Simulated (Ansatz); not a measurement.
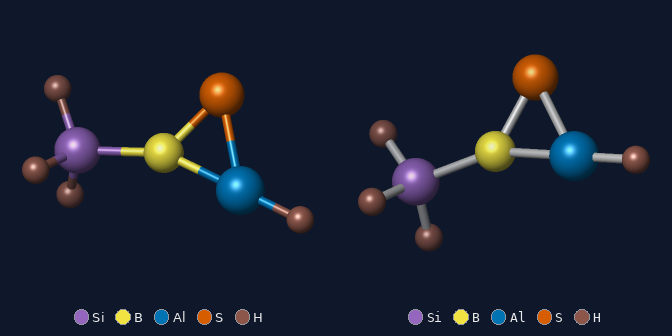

Two views of one molecule.

> Which formula does it have?

AlBH₄SSi, 8 atoms: 1 aluminium, 1 boron, 4 hydrogen, 1 sulfur and 1 silicon.

> Name some functional groups or characteristic bonds that it holds.

Among them: Si–H bond.

> Give the symmetry (Schoenflies symbol).

Cs.

> How many atoms are distinct by symmetry?

7: 1 Si, 1 B, 1 Al, 1 S, 2 H, 1 H, 1 H.

> What is its SMILES?

[SiH3][B]1[AlH][S]1

More results for the same structure follow; atom numbers are the same in all pictures, views and colours differ. The geometry was computed by an optimisation with PBE0-D4/def2-TZVP.

## Shape

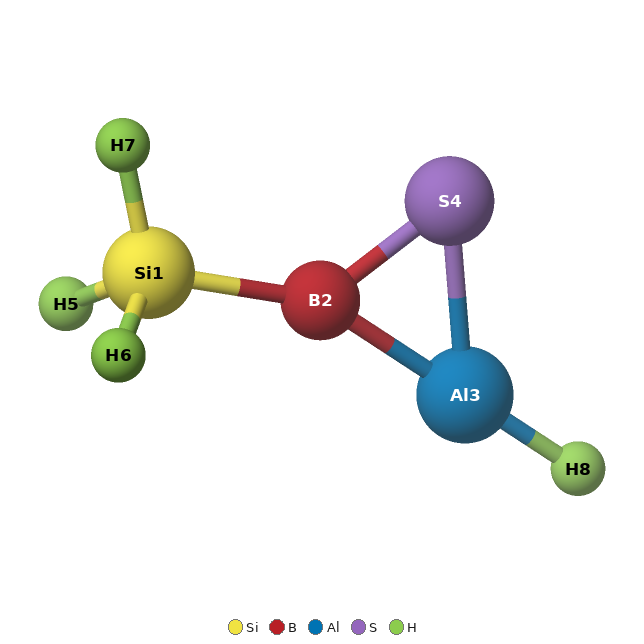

> How are the neighbours of atom 1 arranged?

Si1 has 4 neighbours (B2 at 1.99, H5 at 1.49, H6 at 1.49, H7 at 1.49 Å); the arrangement is tetrahedral.

> Describe the coordination of atom 3.

Al3 has 3 neighbours (B2 at 2.01, S4 at 2.21, H8 at 1.57 Å); the arrangement is T-shaped.

> What is the dihedral angle Si1–B2–S4–Al3?

180° in size, that is anti.

## Charges

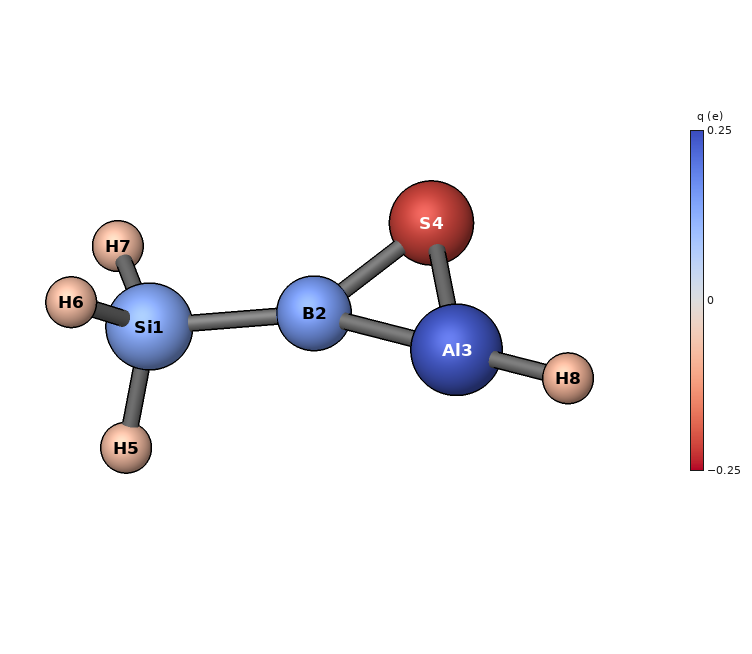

Atoms are coloured by their Mulliken charges. Level of theory: RKS B3LYP-D4/def2-TZVPP (Ansatz 0.2.0).

List the Mulliken charges.

```
atom  value (e)
 Si1       0.13
  B2       0.15
 Al3       0.23
  S4      −0.21
  H5      −0.07
  H6      −0.07
  H7      −0.07
  H8      −0.08
```

## Vibrations

Harmonic vibrations computed with RKS PBE0-D4/def2-TZVP (Ansatz 0.2.0) at a stationary point of the same level.

> List the wavenumbers.

18 modes: 58, 130, 189, 317, 401, 420, 479, 543, 572, 730, 881, 931, 941, 1010, 1970, 2203, 2207, 2209 cm⁻¹.

## Electronic properties

Level of theory: RKS PBE-D4/def2-TZVPP (Ansatz 0.2.0).

What does the calculation give?

- dipole moment: 1.85 D
- HOMO energy (Kohn–Sham orbital): −5.34 eV
- LUMO energy (Kohn–Sham orbital): −3.14 eV
- HOMO–LUMO gap: 2.20 eV
- dispersion correction: −19.5 kJ/mol

Mulliken values depend strongly on the basis set and can even reverse the polarity of a bond.
